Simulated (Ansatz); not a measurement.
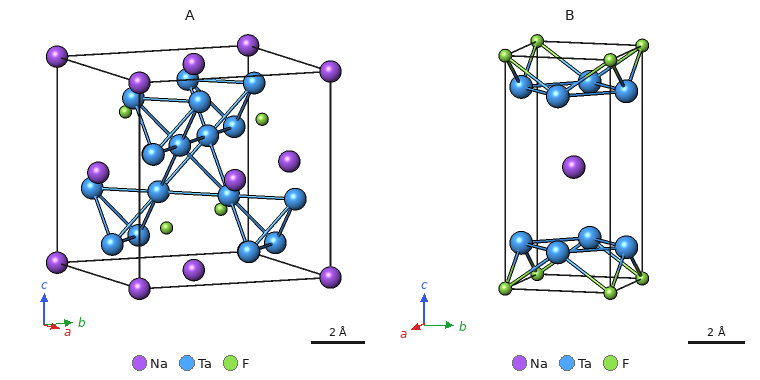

Two structures of NaTa₄F, each relaxed to rest (conventional cells in solid outline, small ones repeated, not to one scale). Method: DFT PBE, scalar-relativistic, plane waves, PAW (Ansatz), without spin polarisation.

Give the type and space group of each.

Answer. A: 24 atoms a cell on a face-centred cubic lattice, F-43m. B: 6 atoms a cell on a primitive tetragonal lattice, P4/mmm.

A or B: which is lower in energy?

Answer. A is lower, by 107 meV/atom at this level of theory (energies at zero smearing). Volumes: A 20.7, B 22.6 Å³/atom.

One or both may be structure types tried for this composition rather than known phases.
